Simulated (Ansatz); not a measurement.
# B10P10 (B10P10 zinc blende bond disc): what the fields show

The calculation's input:

```
crystal:
  periodic: [false, false, false]
  atoms:
    - {symbol: B, position_ang: [-1.992622, -1.665242, 0.124121]}
    - {symbol: B, position_ang: [-1.669326, 0.321277, -0.014412]}
    - {symbol: B, position_ang: [-1.479138, 0.896757, 1.740573]}
    - {symbol: B, position_ang: [-0.656112, 1.523100, -0.762711]}
    - {symbol: B, position_ang: [0.461861, -2.040648, -0.604947]}
    - {symbol: B, position_ang: [0.694658, -1.230159, 1.035860]}
    - {symbol: B, position_ang: [1.672127, -0.856450, -0.494540]}
    - {symbol: B, position_ang: [1.524019, 1.542536, -0.891164]}
    - {symbol: B, position_ang: [-0.261821, 1.920124, 1.157397]}
    - {symbol: B, position_ang: [1.952062, -0.167047, 1.201746]}
    - {symbol: P, position_ang: [-2.699080, -0.741936, -1.300437]}
    - {symbol: P, position_ang: [-1.168702, -2.641697, -1.329443]}
    - {symbol: P, position_ang: [-1.110637, -0.991698, 1.651025]}
    - {symbol: P, position_ang: [0.334565, 1.647574, -2.376221]}
    - {symbol: P, position_ang: [-3.044481, 1.559614, 0.909334]}
    - {symbol: P, position_ang: [-1.454354, 3.097660, 0.110199]}
    - {symbol: P, position_ang: [2.083635, 0.180048, -2.104444]}
    - {symbol: P, position_ang: [1.800740, -2.914950, 0.466248]}
    - {symbol: P, position_ang: [3.375433, -1.198052, 0.494281]}
    - {symbol: P, position_ang: [1.637164, 1.759199, 0.987557]}
basis:
  gaussian: {orbitals: def2-TZVP, fitting: {mean_field: def2-universal-jkfit}, initial_orbitals: start.molden}
hamiltonian: {xc: pbe0, dispersion: d4}
scf: {omitted_lower_state_checks: [starts]}
output: {orbitals: {seedname: orbitals}}
```

Command:

```sh
ansatz run in.yaml --threads 2 --pin off --events-out ev --progress --plain --max-ram 22528MiB --backend cuda --devices 0, --max-vram 18GiB
```

Geometry: PBE-D4/def2-SVP.

All numbers below come from Ansatz 0.2.0, RKS PBE0-D4/def2-TZVP.

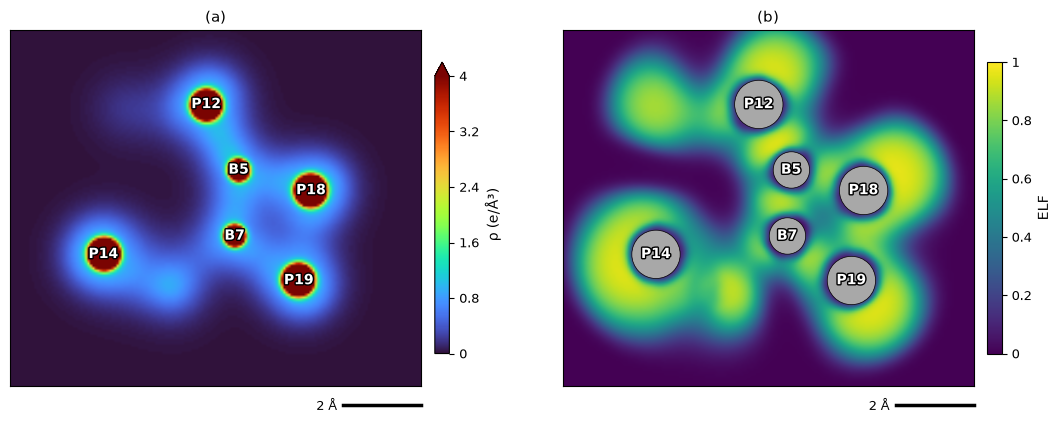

Figure 1. (a) electron density; (b) electron localisation function on the plane of atoms B5, P18 and P19. Grey discs cover the atomic cores in the ELF map.

Q: Interpret the plot.

A: Atoms in the plane: B and P. B–B (1.70 Å): ρ is about 0.87 e/Å³ halfway; the ELF peaks at about 0.85 between the atoms (a covalent bond). B–P (1.88 Å): ρ is about 0.99 e/Å³ halfway; the ELF peaks at about 0.95 between the atoms: a shared electron pair. The ELF also peaks beside P19, P14, P18 and P12, away from the bonds: lone-pair regions.

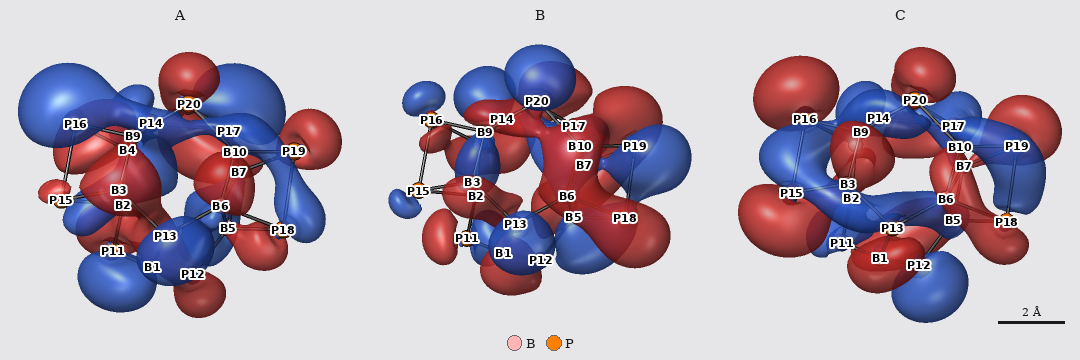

Figure 2. Three frontier orbitals at ±0.05 Å⁻³ᐟ² (blue and red are the two phases), in no order.

Q: Order the three orbitals by energy and name them.

A: A is the HOMO−1 (−6.69 eV). Its weight (Hirshfeld) is mainly on P16 (about 15 %), P17 (about 15 %), B4 (about 10 %) and P11 (about 5 %). C is the HOMO (−6.39 eV). By Hirshfeld shares it lies mainly on P15 (about 15 %), P16 (about 15 %), P12 (about 10 %), P19 (about 10 %), B3 (about 5 %) and B9 (about 5 %). B is the LUMO (−4.09 eV). By Hirshfeld shares it lies mainly on P19 (about 15 %), P18 (about 10 %), B5 (about 10 %), B7 (about 10 %), P20 (about 5 %) and P14 (about 5 %).

Q: What is the HOMO–LUMO gap?

A: 2.30 eV between the orbital energies.

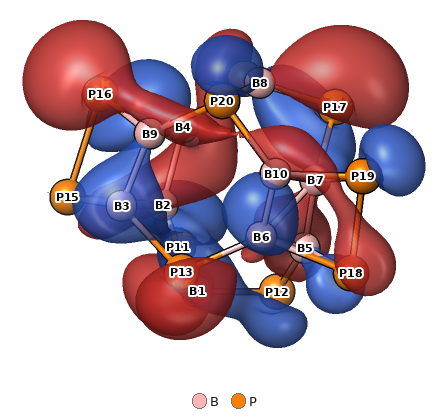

Figure 3. The HOMO−1 at ±0.06 Å⁻³ᐟ² (red and blue are the two phases), seen at a tilt.

Q: What is the character of this orbital?

A: It lies mainly on P16 (about 15 %), P17 (about 15 %), B4 (about 10 %) and P11 (about 5 %). Its energy is −6.69 eV.
